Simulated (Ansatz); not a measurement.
# Tl2Te (model cell, started as antifluorite): following an unstable mode

Wanted: the energy along a soft mode of Tl2Te (model cell, started as antifluorite) and the structure at the end.

Program: Ansatz 0.2.0. Level of theory: DFT PBEsol, scalar-relativistic, plane waves, PAW. Results are calculated unless marked as measured.

The structure was built from a prototype and need not be the compound's stable phase.

## 1. The structure

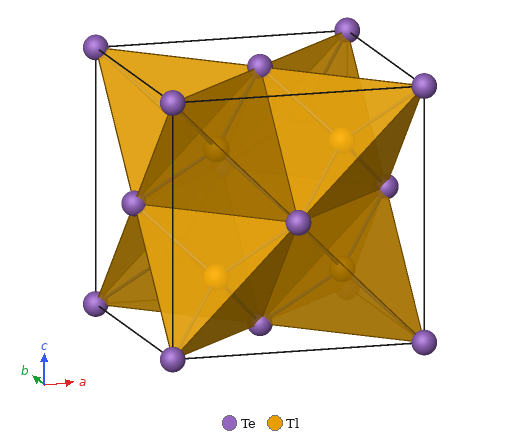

Start, viewed slightly off an axis; tellurium purple, thallium orange. This picture shows the conventional cell, with its axes. Some periodic images of atoms are drawn too.

Structure file:

```cif
data_structure
_symmetry_space_group_name_H-M 'Fm-3m'
_symmetry_Int_Tables_number 225
_cell_length_a 7.6709
_cell_length_b 7.6709
_cell_length_c 7.6709
_cell_angle_alpha 90.000
_cell_angle_beta 90.000
_cell_angle_gamma 90.000
_cell_volume 451.38
loop_
_atom_site_label
_atom_site_type_symbol
_atom_site_symmetry_multiplicity
_atom_site_Wyckoff_symbol
_atom_site_fract_x
_atom_site_fract_y
_atom_site_fract_z
_atom_site_occupancy
Te1 Te 4 a 0.00000 0.00000 0.00000 1
Tl1 Tl 8 c 0.25000 0.75000 0.75000 1
```

## 2. The dispersion

The cell comes from relaxations at this level that are not shown. Stability and thermal properties need the whole zone. Linear response on a 2×2×2 q mesh gives force constants as far as a supercell of that size would.

input.yaml reads:

```yaml
crystal:
  lattice:
    - [0.0, 3.8354657154, 3.8354657154]
    - [3.8354657154, 0.0, 3.8354657154]
    - [3.8354657154, 3.8354657154, 0.0]
  atoms:
    - { symbol: Te, position: [0.0, 0.0, 0.0] }
    - { symbol: Tl, position: [0.25, 0.25, 0.25] }
    - { symbol: Tl, position: [0.75, 0.75, 0.75] }
kpoints:
  mp_grid: { grid: [8, 8, 8] }
hamiltonian:
  xc: pbesol
scf:
  occupations: { method: gaussian, width: 0.01 }
output:
  eigenvalues: true
phonons:
  method: dfpt
  qmesh: [2, 2, 2]
  temperatures: { t_max: 1000, t_step: 50 }
  qpath:
    path:
      - [[0.0, 0.0, 0.0], [0.5, 0.0, 0.5], [0.625, 0.25, 0.625]]
      - [[0.375, 0.375, 0.75], [0.0, 0.0, 0.0], [0.5, 0.5, 0.5], [0.5, 0.25, 0.75], [0.5, 0.0, 0.5]]
    npoints: 10
```

Run with:

```console
ansatz run input.yaml --threads 4 --pin off --max-ram 7168MiB --backend cpu --events-out ev --progress --plain --runs-dir out
```

Numbers of over 12 decimals in the logs are rounded to 6 here.

Log:

```text
Warning: phonons: the dynamical matrix that this run interpolates holds no multipole term above the dipole-dipole one, and a site of this crystal is no centre of inversion, so its interpolated transverse optical and acoustic branches and sound speeds can stay off near Gamma, and the density of states and the thermodynamics with them. What a run solves at a wave vector of phonons.qpoints, Gamma apart, where the deck admits one, is free of this, and under fd what a larger phonons.supercell samples
Engine: ansatz 0.2.0, aarch64-unknown-linux-gnu
Pseudopotentials: kind: paw
Pseudopotential: Te, paw, valence charge 16, recommended cutoff 420 eV (normal), Te.paw.azcp
Pseudopotential: Tl, paw, valence charge 13, recommended cutoff 420 eV (normal), Tl.paw.azcp
Functional definition: PBEsol
  exchange = pbesol_x
  correlation = pbesol_c
Crystal: 3 atoms, lattice volume = 112.846 Å³
Basis set: ecut = 420 eV, 2229 PW (Γ), exchange–correlation on 80×80×80 points (8 copies of the dense FFT grid, shifted against one another)
Bands: 26, of which v1, the nominal top of the filled ones, is band 21 counted from 1 (20 counted from 0)
Symmetry: 48 space group operations
k-points: 29 of 512
Non-local potential: Te, projectors of the file, l = 0: 2, l = 1: 2, l = 2: 2, l = 3: 2
Non-local potential: Tl, projectors of the file, l = 0: 2, l = 1: 2, l = 2: 2, l = 3: 1
PAW form: soft (Blöchl's): semilocal exchange-correlation on the pseudo side does not see the compensation charge
PAW frozen core: Te, regenerated for the run's functional, and the local potential with it (the file was generated under x = pbe(κ = 0.804, μ = 0.219515), c = pbe(β = 0.066725))
PAW frozen core: Tl, regenerated for the run's functional, and the local potential with it (the file was generated under x = pbe(κ = 0.804, μ = 0.219515), c = pbe(β = 0.066725))
PAW one-centre angular grid: Te, 590 points (default); XC on 64 Gauss nodes
PAW one-centre angular grid: Tl, 590 points (default); XC on 64 Gauss nodes
Initial density: superposition of atomic densities (neutral atoms: chi_scale 0, normalization atom), corrected by the library's trained network
Initial wavefunctions: pseudopotential atomic-orbital guess
Functional: x = pbesol(κ = 0.804, μ = 0.123457), c = pbesol(β = 0.046)
SCF iter   1: F=—  HF=-29493.346058 eV  |F-HF|=—  |Δ(HF+E_count)|=         —  Δρ=2.35e-3  dr2=9.54e-3  ethr=1.77e-3  ⟨swp⟩=7.1  Hψ=3466  notcnv=0
preconditioner: auto → none  [insulator: Δε(μ)=0.149 eV  Ē_g=11.658 eV  σ=0.010 eV  W_gap=1.00  n_scr=14 (ndim 8)  ℏωp=19.8 eV  f_vac=0.105  D(μ)=0.00/eV (n_scr^D=0)  ε∞_Penn≈3.9]
SCF iter   2: F=—  HF=-29493.339659 eV  |F-HF|=—  |Δ(HF+E_count)|=   6.40e-3  Δρ=7.18e-4  dr2=7.23e-4  ethr=2.27e-5  ⟨swp⟩=3.0  Hψ=1678  notcnv=0  defer=29
SCF iter   3: F=—  HF=-29493.339530 eV  |F-HF|=—  |Δ(HF+E_count)|=   1.29e-4  Δρ=3.18e-4  dr2=7.06e-5  ethr=1.72e-6  ⟨swp⟩=2.0  Hψ=1007  notcnv=0  defer=29
SCF iter   4: F=—  HF=-29493.339542 eV  |F-HF|=—  |Δ(HF+E_count)|=   1.28e-5  Δρ=1.40e-4  dr2=9.17e-6  ethr=1.68e-7  ⟨swp⟩=2.3  Hψ=1020  notcnv=0  defer=29
SCF iter   5: F=—  HF=-29493.339553 eV  |F-HF|=—  |Δ(HF+E_count)|=   1.11e-5  Δρ=2.12e-5  dr2=2.42e-7  ethr=2.18e-8  ⟨swp⟩=2.3  Hψ=1068  notcnv=0  defer=29
SCF iter   6: F=—  HF=-29493.339553 eV  |F-HF|=—  |Δ(HF+E_count)|=   2.32e-7  Δρ=1.45e-6  dr2=1.31e-9  ethr=5.76e-10  ⟨swp⟩=2.0  Hψ=1046  notcnv=0  defer=29
SCF iter   7: F=—  HF=-29493.339553 eV  |F-HF|=—  |Δ(HF+E_count)|=   4.74e-9  Δρ=2.07e-7  dr2=4.18e-11  ethr=3.12e-12  ⟨swp⟩=2.1  Hψ=1247  notcnv=0  defer=29
SCF iter   8: F=-29493.339553 eV  HF=-29493.339553 eV  |F-HF|=7.28e-12  |Δ(HF+E_count)|=  1.09e-10  Δρ=2.10e-8  dr2=9.20e-13  ethr=1.00e-12  ⟨swp⟩=10.3  Hψ=4212  notcnv=0
SCF 1 converged in 8 iterations: F = -29493.339553 eV  dr2 = 9.20e-13
  greatest PAW one-centre occupation: 0.998 electrons in one spin orbital (limit 2), on the Te atom at site 0 (counted from 0), in its partial waves of l = 2
Initial density: read from a saved state, or passed on in memory by an earlier SCF of this step, an earlier step, the calling program or the single point that the run made first
iter 1 solved again at ethr=1.14e-7 eV; its pass at ethr=3.10e-3 eV (dr2=4.77e-5 eV) is discarded
SCF iter   1: F=—  HF=-29493.339552 eV  |F-HF|=—  |Δ(HF+E_count)|=         —  Δρ=7.78e-7  dr2=4.70e-10  ethr=1.14e-7  ⟨swp⟩=4.0  Hψ=5751  notcnv=0
eigensolver tolerance schedule: the retry pair's looser diagonalisation over-reported the residual by 101422.92 of it (diagonalisation noise at an unbounded share of the residual, at the tolerance the schedule requests for it); recorded, not acted on — ethr = c·dr2/N_el stays at c = 1.0e-1
preconditioner: auto → none  [insulator: Δε(μ)=0.111 eV  Ē_g=11.689 eV  σ=0.010 eV  W_gap=1.00  n_scr=14 (ndim 8)  ℏωp=19.8 eV  f_vac=0.105  D(μ)=0.00/eV (n_scr^D=0)  ε∞_Penn≈3.9]
[...]
SCF 2 converged in 5 iterations: F = -29493.339553 eV  dr2 = 7.28e-12
k-points: 59 of 512 (irreducible under 8 space group operations, time reversal used)
[...]
eigensolver tolerance schedule: the retry pair's looser diagonalisation over-reported the residual by 2293787.99 of it (diagonalisation noise at an unbounded share of the residual, at the tolerance the schedule requests for it); recorded, not acted on — ethr = c·dr2/N_el stays at c = 1.0e-1
preconditioner: auto → none  [insulator: Δε(μ)=0.111 eV  Ē_g=11.691 eV  n_scr=14 (ndim 8)  ℏωp=19.8 eV  f_vac=0.105  ε∞_Penn≈3.9]
[...]
SCF iter   3: F=-29493.339553 eV  HF=-29493.339553 eV  |F-HF|=3.64e-12  |Δ(HF+E_count)|=  1.82e-11  Δρ=1.22e-7  dr2=7.19e-12  ethr=1.00e-12  ⟨swp⟩=1.0  Hψ=3245  notcnv=0
SCF 3 converged in 3 iterations: F = -29493.339553 eV  dr2 = 7.19e-12
NSCF: frozen V_eff on 59 k-points
NSCF: frozen V_eff on 59 k-points
[...]
DFPT response loops at Γ: preconditioner auto → Resta (q_TF=auto, 2.314 Å⁻¹)  ε∞=23.2 (no band partly filled); β = 1.00, the filter's whole step (`scf.mixing.beta` (0.50) is not read by the response loops at its default; to damp them type it under 1.00, their step now; it binds the ground state too); Broyden in place of MSR1
k-points: 163 of 1728 (irreducible under 8 space group operations, time reversal used)
iter 1 solved again at ethr=9.05e-7 eV; its pass at ethr=3.10e-3 eV (dr2=3.80e-4 eV) is discarded
SCF iter   1: F=—  HF=-29493.341728 eV  |F-HF|=—  |Δ(HF+E_count)|=         —  Δρ=2.70e-4  dr2=2.69e-4  ethr=9.05e-7  ⟨swp⟩=3.0  Hψ=26580  notcnv=0  defer=480
preconditioner: auto → none  [insulator: Δε(μ)=0.215 eV  Ē_g=11.687 eV  n_scr=14 (ndim 8)  ℏωp=19.8 eV  f_vac=0.105  ε∞_Penn≈3.9]
SCF iter   2: F=—  HF=-29493.341687 eV  |F-HF|=—  |Δ(HF+E_count)|=   4.18e-5  Δρ=1.21e-4  dr2=4.08e-5  ethr=6.41e-7  ⟨swp⟩=2.0  Hψ=5046  notcnv=0  defer=464
SCF iter   3: F=—  HF=-29493.341677 eV  |F-HF|=—  |Δ(HF+E_count)|=   1.01e-5  Δρ=5.46e-5  dr2=5.41e-6  ethr=9.71e-8  ⟨swp⟩=2.0  Hψ=5033  notcnv=0  defer=270
SCF iter   4: F=—  HF=-29493.341679 eV  |F-HF|=—  |Δ(HF+E_count)|=   2.33e-6  Δρ=1.21e-5  dr2=3.71e-7  ethr=1.29e-8  ⟨swp⟩=2.1  Hψ=5082  notcnv=0  defer=187
SCF iter   5: F=—  HF=-29493.341679 eV  |F-HF|=—  |Δ(HF+E_count)|=   2.05e-7  Δρ=3.35e-6  dr2=1.40e-8  ethr=8.82e-10  ⟨swp⟩=2.0  Hψ=6681  notcnv=0  defer=164
SCF iter   6: F=—  HF=-29493.341679 eV  |F-HF|=—  |Δ(HF+E_count)|=   2.98e-8  Δρ=7.52e-7  dr2=6.05e-10  ethr=3.33e-11  ⟨swp⟩=2.1  Hψ=7512  notcnv=0  defer=164
SCF iter   7: F=—  HF=-29493.341679 eV  |F-HF|=—  |Δ(HF+E_count)|=  2.40e-10  Δρ=3.28e-7  dr2=1.01e-10  ethr=1.00e-12  ⟨swp⟩=9.4  Hψ=19641  notcnv=0
SCF iter   8: F=-29493.341679 eV  HF=-29493.341679 eV  |F-HF|=2.18e-11  |Δ(HF+E_count)|=  7.28e-12  Δρ=9.39e-8  dr2=8.26e-12  ethr=1.00e-12  ⟨swp⟩=2.2  Hψ=8357  notcnv=0
SCF 4 converged in 8 iterations: F = -29493.341679 eV  dr2 = 8.26e-12
NSCF: frozen V_eff on 163 k-points
NSCF: frozen V_eff on 29 k-points
WARN: eigensolver did not converge in 2 slots of this pass, the one above among them; of largest residual over every band (k=7): 1 band(s) unlocked (lowest unlocked band 25, counted from 0; max residual 2.25e-4 eV among the unlocked bands, 2.25e-4 eV over every band); of lowest unlocked band (k=3): band 25
NSCF: frozen V_eff on 59 k-points
DFPT response loops at q = (0, 0, 0) (fractional): mixed as the last ones told, above
NSCF: frozen V_eff on 300 k-points
DFPT response loops at q = (0, 0, -0.5) (fractional): mixed as the last ones told, above
NSCF: frozen V_eff on 190 k-points
DFPT response loops at q = (0, -0.5, -0.5) (fractional): mixed as the last ones told, above
SCF converged after 8 iterations
Free energy (F): -29493.339553 eV
Harris-Foulkes:  -29493.339553 eV  (|F-HF|=7.28e-12)
Internal energy: -29493.339553 eV  (E = F + TS)
E sigma→0 (E₀):  -29493.339553 eV
Fermi energy:    7.235851 eV
--- Per-component energies (eV) ---
  E_band       = -350.472471
  E_kinetic    = 845.333436
  E_local      = -3672.802443  (includes V_loc(G=0)·N_el)
  E_nonlocal   = 331.065307
  E_hartree    = 1728.619026
  E_xc         = -581.386633
  E_vxc        = -388.682295  (∫ρ·V_xc dr)
  E_paw        = -24616.526004  (= ΣΔE_a)
  E_vpaw       = -922.624465  (= ΣTr[D̂ρ^β])
  E_aug_tail   = -0.000130  (compensation charges beyond the density's cutoff)
  E_ewald      = -3528.093457
  E_core_change = 0.451345  (= ΣΔE_core)
  E_smearing   = -0.000000  (= −TS)
  E_closure    = -0.000000  (closes the sum)
  Σ components = -29493.339553   (vs F -29493.339553, Δ=0.00e0)
--- Band table (eV; the first three rows and the last of 29) ---
  k-point 0: bands = [... 17 lower, 3.1956, 5.2599, 5.2599, 5.2599, 7.6469, 7.6469, 7.6469, 11.5570, ... 1 higher]
  k-point 1: bands = [... 17 lower, 2.9442, 5.1510, 5.1510, 5.3050, 7.8397, 7.8397, 8.3074, 11.1321, ... 1 higher]
  k-point 2: bands = [... 17 lower, 2.3664, 4.9395, 4.9395, 5.7847, 8.2018, 8.2018, 9.3264, 10.9418, ... 1 higher]
  k-point 28: bands = [... 17 lower, 0.7500, 3.6741, 6.0385, 6.0385, 7.9484, 8.8860, 11.1676, 11.1676, ... 1 higher]
--- Phonons (Γ-DFPT): 2 representative perturbations + reference (Σ response iterations 6) ---
  ASR residual: 3.533e-5 → 0.000e0 eV/Å²; symmetrization residual: 1.717e-5 eV/Å²
  ASR residual per site (eV/Å²): 3.53e-5 2.95e-5 2.95e-5
  Γ frequencies (cm⁻¹): 0.00 0.00 0.00 56.55 56.55 56.55 76.39 76.39 76.39
--- Phonons (arbitrary-q DFPT): 3 irreducible q on the 2×2×2 mesh ---
  q = [0.0000, 0.0000, 0.0000] (star 1, of the zone-centre solve; hermiticity 1.65e-5, symmetrization 2.70e-11): -0.00 -0.00 0.00 56.55 56.55 56.55 76.39 76.39 76.39
  q = [0.0000, 0.0000, -0.5000] (star 4, 2 solved perturbations on 150 of 512 k-point pairs; hermiticity 8.21e-6, symmetrization 1.15e-11): 17.42 17.42 45.72 49.53 49.53 58.00 70.56 83.31 83.31
  q = [0.0000, -0.5000, -0.5000] (star 3, 4 solved perturbations in 308 linear systems a pass and spin channel, the states on 95 of 512 k-point pairs; hermiticity 1.30e-6, symmetrization 1.65e-12): -25.49 -25.49 41.25 41.85 41.85 62.52 75.37 75.37 82.15
  sum rule: each row above includes the acoustic sum rule's correction from the zone centre's row sums; it moved no ω² by more than (0.27 cm⁻¹)²
  mesh force constants: q→R imaginary residual 4.40e-17; ASR residual 3.533e-5 → 0.000e0 eV/Å²; symmetrization residual 1.554e-15 eV/Å²
  interpolated dispersion: 62 rows × 9 modes
  density of states and harmonic sums: on the 14×14×14 q-mesh, interpolated from the force constants of a 2×2×2 supercell (no non-analytic term)
  largest difference from the sums on the solved wave vectors: F 2.25e-1 eV, S 2.79e-4 and C_V 5.48e-5 eV/K
  zero-point energy: 0.027862 eV/cell   skipped modes (ω ≤ 0): 60, of them read as no rigid motion or as one in doubt: 57 (5.051e-1 modes/cell left out, lowest -25.49 cm⁻¹)   left out of the sums: 5.62e-2 of the cell's modes: C_V's classical limit lies that fraction below 3 k_B per atom; for a crystal, a wire or a layer, F and S can be off by more, and a phonons.interpolated_qmesh denser along its periods is the remedy for the sampling
```

Run time: 1.7 min. Hardware: 4 threads of Arm Neoverse V2, shared host; peak memory 1.4 GiB; 6.5 min of CPU time.

Reading the cycles: dr2 is the Hartree energy of the density residual (eV), the measure of convergence; HF is the Harris–Foulkes estimate of the energy, which meets the free energy F at convergence.

This step gave:

* gap on the k-mesh: 0.1112 eV
* volume per atom: 37.62 Å³
* sum-rule residual before enforcement: 3.53e-5 eV/Å²
* lowest frequency on the path: -25.49 cm⁻¹
* point group: m-3m
* highest frequency on the path or at a solved wavevector: 83.6 cm⁻¹
* highest optical mode at the zone centre (no LO-TO term): 76.39 cm⁻¹
* lowest optical zone-centre mode: 56.55 cm⁻¹
* lowest mode on the q mesh (acoustic modes at Γ apart): -25.49 cm⁻¹

Frequencies (cm⁻¹) solved at each irreducible wavevector; negative means imaginary. Frequencies by wavevector, by row:

| q in reciprocal lattice units | star | mode 1 | mode 2 | mode 3 | mode 4 | mode 5 | mode 6 | mode 7 | mode 8 | mode 9 |
| --- | --- | --- | --- | --- | --- | --- | --- | --- | --- | --- |
| 0 0 0 | 1 | 0 | 0 | 0 | 56.5 | 56.5 | 56.5 | 76.4 | 76.4 | 76.4 |
| 0 0 -0.5 | 4 | 17.4 | 17.4 | 45.7 | 49.5 | 49.5 | 58 | 70.6 | 83.3 | 83.3 |
| 0 -0.5 -0.5 | 3 | -25.5 | -25.5 | 41.2 | 41.9 | 41.9 | 62.5 | 75.4 | 75.4 | 82.2 |

Interpolated from a 2×2×2 q mesh, without the LO-TO term. Phonon branches along the path, in cm⁻¹:

| point | branch 1 | branch 2 | branch 3 | branch 4 | branch 5 | branch 6 | branch 7 | branch 8 | branch 9 |
| --- | --- | --- | --- | --- | --- | --- | --- | --- | --- |
| Γ | 0 | 0 | 0 | 57 | 57 | 57 | 76 | 76 | 76 |
| X | -26 | -26 | 41 | 42 | 42 | 62 | 75 | 75 | 82 |
| U | -13 | 22 | 40 | 41 | 44 | 61 | 75 | 78 | 80 |
| jump to K | -13 | 22 | 40 | 41 | 44 | 61 | 75 | 78 | 80 |
| Γ | 0 | 0 | 0 | 57 | 57 | 57 | 76 | 76 | 76 |
| L | 17 | 17 | 46 | 50 | 50 | 58 | 71 | 83 | 83 |
| W | -16 | 35 | 35 | 40 | 44 | 61 | 77 | 77 | 77 |
| X | -26 | -26 | 41 | 42 | 42 | 62 | 75 | 75 | 82 |

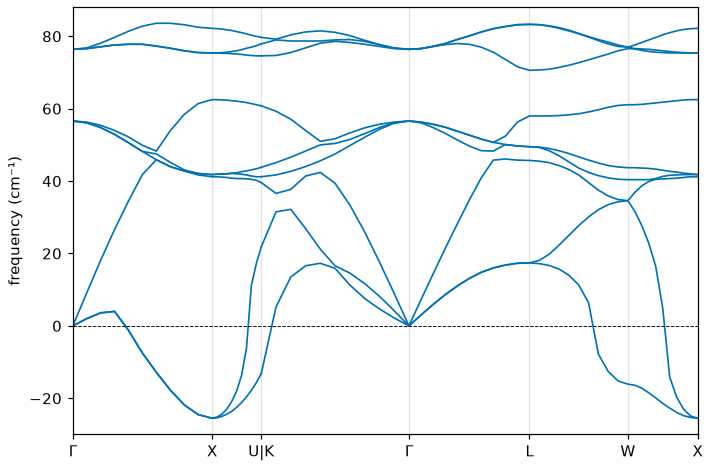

Phonon branches along the path.

Symmetry leaves 3 wavevectors to solve. The lowest mode among them, the acoustic zeros apart, lies at q = (0, -0.5, -0.5) and is imaginary, 25.5i cm⁻¹, so the energy falls along it.

## 3. The mode frozen in, largest atomic shift 0 Å

The mode followed lies at q = (0, -0.5, -0.5) with frequency 25.5i cm⁻¹ and is 2-fold degenerate, the softest among the wavevectors solved. At small amplitude the distorted cell has space group no. 59 by a symmetry search on the positions. The undistorted cell that holds it gives the zero of energy on the same k mesh.

System of this step: Tl2Te (model cell, started as antifluorite). Symmetry: Fm-3m, No. 225, cubic system. Conventional cell: a = 7.671 Å, b = 7.671 Å, c = 7.671 Å, α = 90.00°, β = 90.00°, γ = 90.00°. Nearest to Te lie 8 Tl at 3.32 Å. Nearest to Tl lie 4 Te at 3.32 Å. Farther neighbours and most contacts between anions are not listed.

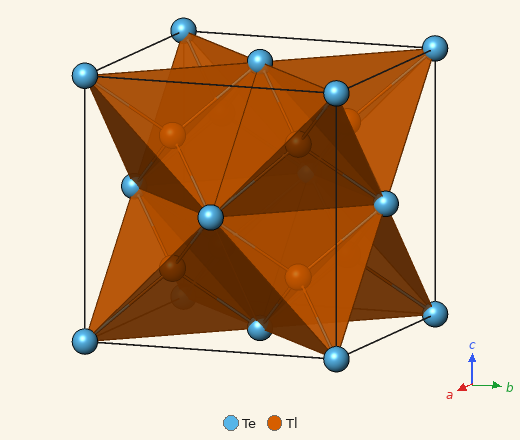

The cell of this step (tellurium blue, thallium orange). Some periodic images of atoms are drawn too.

input.yaml reads:

```yaml
crystal:
  lattice:
    - [0.0, -3.8354657154, -3.8354657154]
    - [0.0, 3.8354657154, -3.8354657154]
    - [7.6709314308, 0.0, 0.0]
  atoms:
    - { symbol: Te, position: [0.5, 0.5, 0.5] }
    - { symbol: Te, position: [0.0, 0.0, 0.0] }
    - { symbol: Tl, position: [0.0, 0.5, 0.75] }
    - { symbol: Tl, position: [0.5, 0.0, 0.25] }
    - { symbol: Tl, position: [0.0, 0.5, 0.25] }
    - { symbol: Tl, position: [0.5, 0.0, 0.75] }
kpoints:
  mp_grid: { grid: [6, 6, 4] }
hamiltonian:
  xc: pbesol
scf:
  occupations: { method: gaussian, width: 0.01 }
output:
  forces: true
  stress: true
  eigenvalues: true
```

Log:

```text
[...]
Crystal: 6 atoms, lattice volume = 225.691 Å³
Basis set: ecut = 420 eV, 4429 PW (Γ), exchange–correlation on 80×80×108 points (8 copies of the dense FFT grid, shifted against one another)
Bands: 51, of which v1, the nominal top of the filled ones, is band 42 counted from 1 (41 counted from 0)
Symmetry: 32 space group operations
[...]
k-points: 30 of 144
[...]
k-point 0: bands = [... 38 lower, 5.2662, 5.2671, 5.2671, 6.7367, 7.6483, 7.6483, 7.6487, 7.8194, ... 4 higher]
  k-point 1: bands = [... 38 lower, 4.9660, 4.9660, 5.5409, 6.6513, 7.9329, 8.0509, 8.0509, 8.3240, ... 4 higher]
  k-point 2: bands = [... 38 lower, 4.4325, 4.4325, 6.1493, 6.1493, 8.7285, 8.7285, 8.9305, 8.9305, ... 4 higher]
  k-point 29: bands = [... 38 lower, 6.0438, 6.0438, 6.0438, 6.0438, 7.9502, 7.9502, 8.8912, 8.8912, ... 4 higher]
[key lines of the parts left out:]
SCF converged after 7 iterations
Free energy (F): -58986.670093 eV
Fermi energy:    7.240417 eV
P = ⅓ Tr σ = 0.0608 GPa (0.608 kbar)
```

Wall time 4.5 s (4 threads); peak memory 0.72 GiB; 17 s of CPU time.

Numbers from this step:

| Item | Value |
| --- | --- |
| pressure | 0.06075 GPa |
| gap on the k-mesh | 0.1148 eV |
| energy from the undistorted cell | 0 meV/atom |

The run ends at a pressure of 0.06 GPa.

## 4. The mode frozen in, largest atomic shift 0.32 Å

The atoms are moved along the unstable eigenvector, the largest shift by 0.32 Å, with the cell fixed.

input.yaml reads:

```yaml
crystal:
  lattice:
    - [0.0, -3.8354657154, -3.8354657154]
    - [0.0, 3.8354657154, -3.8354657154]
    - [7.6709314308, 0.0, 0.0]
  atoms:
    - { symbol: Te, position: [0.5589952269, 0.5, 0.5] }
    - { symbol: Te, position: [-0.0589952269, 0.0, 0.0] }
    - { symbol: Tl, position: [0.0266140897, 0.5, 0.75] }
    - { symbol: Tl, position: [0.4733859103, 0.0, 0.25] }
    - { symbol: Tl, position: [0.0266140897, 0.5, 0.25] }
    - { symbol: Tl, position: [0.4733859103, 0.0, 0.75] }
kpoints:
  mp_grid: { grid: [6, 6, 4] }
hamiltonian:
  xc: pbesol
scf:
  occupations: { method: gaussian, width: 0.01 }
output:
  forces: true
  stress: true
  eigenvalues: true
  write_density: true
  write_potential: true
  elf: true
  volumetric_format: npy
```

Log:

```text
[...]
Crystal: 6 atoms, lattice volume = 225.691 Å³
Basis set: ecut = 420 eV, 4429 PW (Γ), exchange–correlation on 80×80×108 points (8 copies of the dense FFT grid, shifted against one another)
Bands: 51, of which v1, the nominal top of the filled ones, is band 42 counted from 1 (41 counted from 0)
Symmetry: 8 space group operations
[...]
k-points: 48 of 144
[...]
k-point 0: bands = [... 38 lower, 5.3493, 5.3661, 5.4046, 6.7063, 6.8309, 7.6008, 7.6370, 8.7977, ... 5 higher]
  k-point 1: bands = [... 38 lower, 5.0471, 5.0827, 5.6124, 6.4145, 7.6032, 8.0575, 8.2400, 8.7377, ... 5 higher]
  k-point 2: bands = [... 38 lower, 4.5419, 4.5419, 6.1106, 6.1106, 8.7283, 8.7283, 8.9383, 8.9383, ... 5 higher]
  k-point 47: bands = [... 38 lower, 5.9157, 5.9157, 6.0626, 6.0626, 7.9313, 7.9313, 9.0314, 9.0314, ... 5 higher]
[key lines of the parts left out:]
SCF converged after 6 iterations
Free energy (F): -58986.688591 eV
Fermi energy:    7.015520 eV
P = ⅓ Tr σ = 0.0256 GPa (0.256 kbar)
```

Elapsed: 8.9 s, on 4 threads; peak memory 0.82 GiB; 34 s of CPU time.

This step gave:

* pressure: 0.02561 GPa
* gap on the k-mesh: 0 eV
* energy from the undistorted cell: -3.077 meV/atom

The energy, extrapolated to zero smearing, is -3.08 meV/atom against the undistorted cell.

The run ends at a pressure of 0.03 GPa, with forces up to 0.092 eV/Å.

(Part 1 of 3 ends here.)

[Logs are printed without paths, hosts, clocks, repeated set-up lines and the standing remarks that a program may print on its own settings, such as how far it seeks lower states.]

[Hosts, paths, dates, database ids (printed as entryN), source tags and the programs' standing remarks are cut or masked in the printed files.]
